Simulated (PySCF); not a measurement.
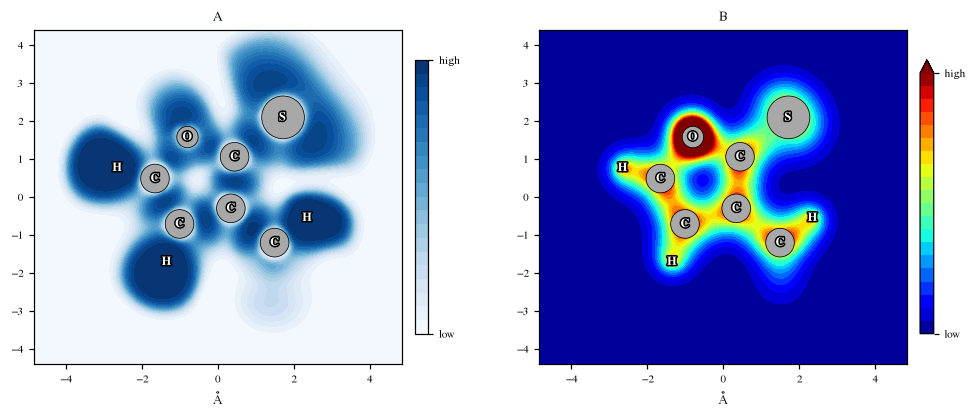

C$_{5}$H$_{3}$F$_{2}$OS (SMILES FC(F)c1ccoc1[S-]) (charge −1): 2 fields on the plane of atoms C4, C5 and C6, with unlabelled colour scales. Grey discs cover the atomic cores.

Geometry: GFN2-xTB, MD frame at 250 fs, 300 K.

Computed with PBE0/pcSseg-1, SCF density, gas phase, non-relativistic in PySCF 2.14.0.

```xyz
12

F    -2.6326   -0.1786    1.3566
C    -1.9705   -0.1573    0.1359
F    -2.4304   -1.2815   -0.5595
C    -0.5091   -0.0532    0.1942
C     0.3537   -1.0568    0.6849
C     1.5600   -0.4356    0.6134
O     1.4832    0.8729    0.1577
C     0.1735    1.1022   -0.0511
S    -0.2757    2.5773   -0.6214
H    -2.2604    0.7129   -0.4509
H     0.0851   -2.0624    0.9041
H     2.5459   -0.7464    0.7732
```

Q: The panels show electron density and electron localisation function in some order. Assign them.

A: Panel A: electron localisation function. Panel B: electron density. From the grid: C–O (1.35 Å): the density is about 2.4 e/Å³ at the midpoint, with its minimum of 2 e/Å³ about 0.5 Å from C; the ELF peaks at about 0.90 between the atoms, as expected for a shared but strongly polarised pair. C–C (1.36 Å): ρ at the midpoint is about 2.2 e/Å³; the ELF peaks at about 0.90 between the atoms: localised, covalent bonding.
